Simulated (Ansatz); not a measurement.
# C₃H₈OSi: a ladder of functionals and wavefunction methods

Aim: compute C₃H₈OSi with functionals from several rungs and with coupled cluster, and see how far each lands from CCSD(T) at the basis-set limit for the atomisation energy.

Method: functionals in def2-TZVPP, the program's frozen cores in correlated methods; program: Ansatz 0.2.0, Gaussian basis.

Plan: LDA (SPW92), PBE-D4, revPBE-D4, BLYP-D4, r2SCAN-D4, B97M-V, PBE0-D4, B3LYP-D4, r2SCANh-D4, r2SCAN0-D4, HSE06-D4, BHLYP-D4, CAM-B3LYP-D4, LC-ωPBE, ωB97X-V, ωB97M-V, B2PLYP, PBE-QIDH; CCSD(T)/def2-SVP; CCSD(T)/def2-TZVPP; MP2/def2-QZVPP; extrapolation to the limit; RPA on PBE.

## Step 1: Structure used throughout

The geometry comes from an earlier relaxation with PBE0-D4 in a triple-zeta def2 set; it is a stationary point, not always the lowest conformer.

13 atoms, charge 0, spin multiplicity 1.

Atoms are counted from 1 here; the program's logs count them from 0.

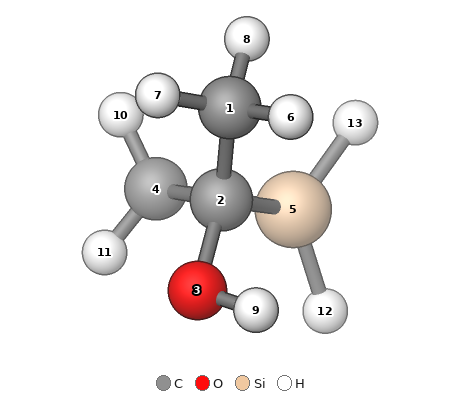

The geometry (carbon grey, oxygen red, silicon light orange, hydrogen white); atoms are numbered from 1 in the order of the file.

## Step 2: LDA

This LDA is Slater exchange with PW92 correlation.

in.yaml reads:

```yaml
crystal:
  periodic: [false, false, false]
  atoms:
    - {symbol: C, position_ang: [-1.482594, 0.347744, 0.084534]}
    - {symbol: C, position_ang: [-0.127465, -0.288329, 0.228926]}
    - {symbol: O, position_ang: [-0.124413, -1.454047, 1.016556]}
    - {symbol: C, position_ang: [0.673616, -0.496444, -1.053199]}
    - {symbol: Si, position_ang: [1.458561, 0.717824, 0.111389]}
    - {symbol: H, position_ang: [-1.879996, 0.656366, 1.055341]}
    - {symbol: H, position_ang: [-2.183810, -0.363880, -0.365739]}
    - {symbol: H, position_ang: [-1.438161, 1.236059, -0.550162]}
    - {symbol: H, position_ang: [-0.274602, -1.197790, 1.930511]}
    - {symbol: H, position_ang: [0.209406, -0.160105, -1.975171]}
    - {symbol: H, position_ang: [1.134167, -1.476628, -1.130755]}
    - {symbol: H, position_ang: [2.645961, 0.283318, 0.876518]}
    - {symbol: H, position_ang: [1.409934, 2.161215, -0.213949]}
basis:
  gaussian: {orbitals: def2-TZVPP}
hamiltonian: {xc: lda}
output: {orbitals: {seedname: orbitals}}
```

The runs that follow: PBE-D4 (GGA); revPBE-D4 (GGA); BLYP-D4 (GGA); r2SCAN-D4 (meta-GGA); B97M-V (meta-GGA); PBE0-D4 (hybrid); B3LYP-D4 (hybrid); r2SCANh-D4 (hybrid); r2SCAN0-D4 (hybrid); HSE06-D4 (hybrid); BHLYP-D4 (hybrid); CAM-B3LYP-D4 (range-separated); LC-ωPBE (range-separated); ωB97X-V (range-separated); ωB97M-V (range-separated); B2PLYP (double hybrid); PBE-QIDH (double hybrid); CCSD(T) in def2-SVP; CCSD(T) in def2-TZVPP; MP2 in def2-QZVPP; RPA on PBE orbitals.

**Question.** What will the summary of the whole plan be? Wanted: atomisation energy, CCSD(T)/CBS; farthest beyond LDA; mean size of error, GGA; mean size of error, meta-GGA; mean size of error, hybrid; mean size of error, range-separated; mean size of error, double hybrid; gap, smallest and largest; T1 diagnostic.

The runs gave:

| quantity | value |
| --- | --- |
| atomisation energy, CCSD(T)/CBS | 4848.6 kJ/mol |
| functionals within 24.2 kJ/mol (0.5 %) | revPBE-D4, BLYP-D4, r2SCAN-D4, B97M-V, PBE0-D4, B3LYP-D4, r2SCANh-D4, HSE06-D4, CAM-B3LYP-D4, LC-ωPBE, ωB97X-V, ωB97M-V, PBE-QIDH |
| farthest beyond LDA | BHLYP-D4 (-141.9 kJ/mol) |
| mean size of error, GGA | 45.3 kJ/mol |
| mean size of error, meta-GGA | 14.9 kJ/mol |
| mean size of error, hybrid | 41.5 kJ/mol |
| mean size of error, range-separated | 13.0 kJ/mol |
| mean size of error, double hybrid | 40.5 kJ/mol |
| gap, smallest and largest | 4.49 eV (LDA (SPW92)), 11.10 eV (LC-ωPBE) |
| T1 diagnostic | 0.0115 |
| triples share of the correlation energy | 4.0 % |

**Reading.** LDA overbinds by 712.8 kJ/mol (15 %). PBE-D4 is off by +95.9 kJ/mol. Double hybrids carry the basis error of their MP2 part in triple zeta, and no dispersion term here, so their miss is partly the set-up's. The rungs range-separated, meta-GGA miss on average by less than the doubt on the reference (24.2 kJ/mol), so they tie. Misses under about 24.2 kJ/mol are within the doubt on the reference itself, which lacks core-valence correlation, relativity and higher excitations. Hartree-Fock recovers 73 % of the binding; the rest is correlation. CCSD(T) in def2-SVP is off by -243.7 kJ/mol, more than most functionals: a good method in a small basis is no reference. Orbital gaps span 4.5 to 11.1 eV; exact exchange widens them.
